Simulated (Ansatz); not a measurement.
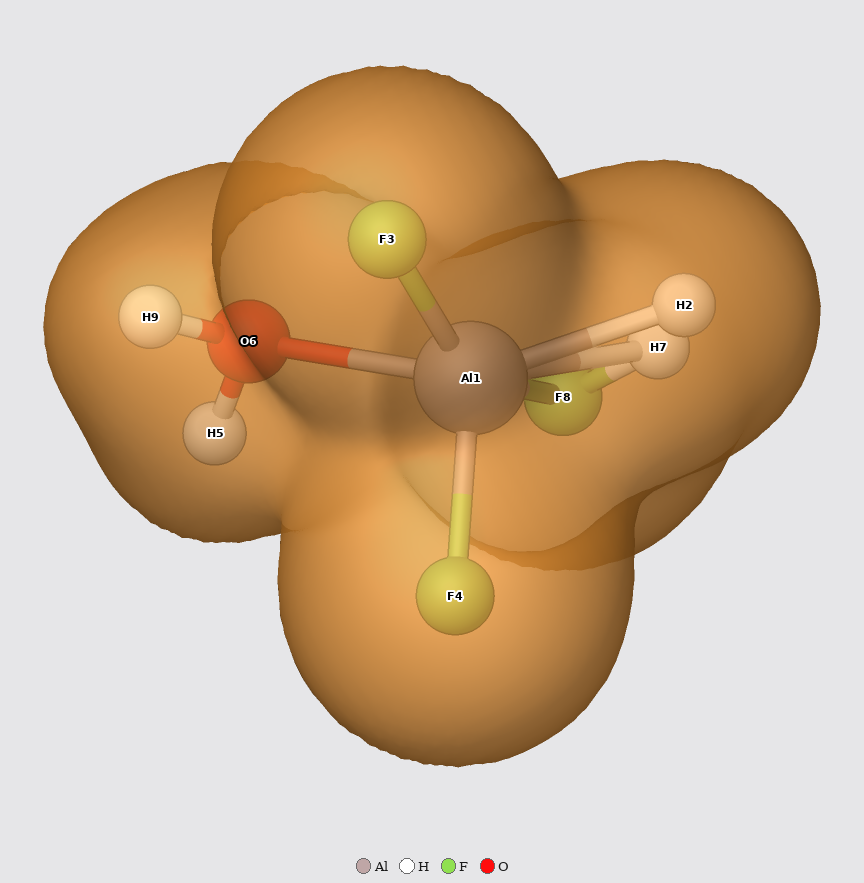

The picture shows: AlF$_{3}$H$_{4}$O. Isosurface of the electron density at 0.05 e/Å³ (orange), seen from one side.

A transition-state structure; geometry: PBE0-D4/def2-TZVP.

Level of theory: RKS PBE0-D4/def2-TZVPP (Ansatz 0.2.0).

Input file:

```
crystal:
  periodic: [false, false, false]
  atoms:
    - {symbol: Al, position_ang: [-0.312376, -0.523217, 0.211812]}
    - {symbol: H, position_ang: [-1.941672, -0.234850, 0.530709]}
    - {symbol: F, position_ang: [-0.383770, -1.696775, -0.972400]}
    - {symbol: F, position_ang: [0.570779, -0.886688, 1.564331]}
    - {symbol: H, position_ang: [1.668733, 0.948538, -0.412482]}
    - {symbol: O, position_ang: [1.057534, 0.359009, -0.867738]}
    - {symbol: H, position_ang: [-1.529253, 0.850306, 0.687145]}
    - {symbol: F, position_ang: [-0.680732, 1.475022, 0.640441]}
    - {symbol: H, position_ang: [1.550655, -0.291345, -1.381818]}
basis:
  gaussian: {orbitals: def2-TZVPP}
hamiltonian: {xc: pbe0, dispersion: d4}
output: {orbitals: {seedname: orbitals}}
```

Command:

```sh
ansatz run in.yaml --threads 4 --pin off --events-out ev --progress --plain --max-ram 9574MiB
```

**Which contacts does the surface bridge?**

At this value the surface is in one piece. It bridges the sampled Al–F (1.66 Å), Al–O (1.95 Å), O–H (0.96 Å) and F–H (1.05 Å) contacts, where the density stays above the isovalue. On the grid the lowest density along these lines, outside the cores, is 0.77 e/Å³ (Al–F, 1.66 Å), 0.38 e/Å³ (Al–O, 1.95 Å), 2.5 e/Å³ (O–H, 0.96 Å) and 1.6 e/Å³ (F–H, 1.05 Å).
